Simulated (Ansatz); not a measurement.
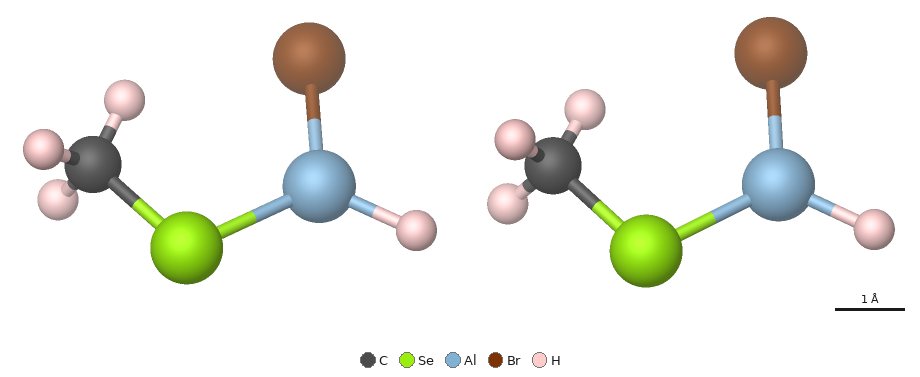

Two geometries of CH4AlBrSe, drawn at one scale. One is the start of a relaxation, the other its converged end. Style: ball-and-stick. Shown from a free direction.

These are results of Ansatz 0.2.0, RKS PBE0-D4/def2-TZVP, not measurements. Settings: force threshold 0.005 eV/Å; at most 150 steps.

### Which geometry has the lower energy?

The right one is the relaxed one. The start comes from PBE-D4/def2-SVP. The largest move after the best rigid fit is that of an H atom, 0.24 Å. By element the largest moves are H 0.24 Å, Br 0.16 Å, Se 0.12 Å, Al 0.03 Å, C 0.03 Å. Some distances before and after: C–Se 1.983 → 1.963 Å, Al–Se 2.312 → 2.292 Å, Al–Br 2.281 → 2.261 Å, C–H 1.105 → 1.088 Å. After 17 accepted moves (18 points after the start) the energy has fallen by 0.63 kcal/mol. Largest force component: 0.41 eV/Å at the start, 0.0038 eV/Å at the end. The line search rejected the trial step at point 10 of the run.
